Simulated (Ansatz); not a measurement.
Base system: MgSe in the rock salt structure (space group Fm-3m, No. 225; a = 5.4722 Å). Axes: x, y, z lie along the cube axes.

Modification: strain tensor (xx, yy, zz, yz, xz, xy) = (+0.46, −0.82, +0.37, +0.91, −0.34, −0.63) %, atoms relaxed at fixed cell.

Computed with r2SCAN in Ansatz (plane waves to 500 eV, PAW, without spin-orbit coupling).

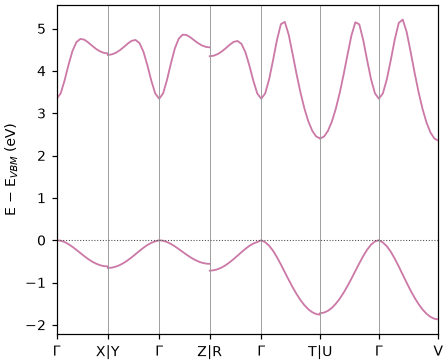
*Highest valence and lowest conduction band along the path of the changed cell's own zone*

### Question
Read the changed gap and its character from the plot.

### Answer
About 2.4 eV, indirect, Γ → V.

No phonon test of stability was made. k-point labels follow each cell's own Brillouin zone.

Ansatz is an electronic-structure program.
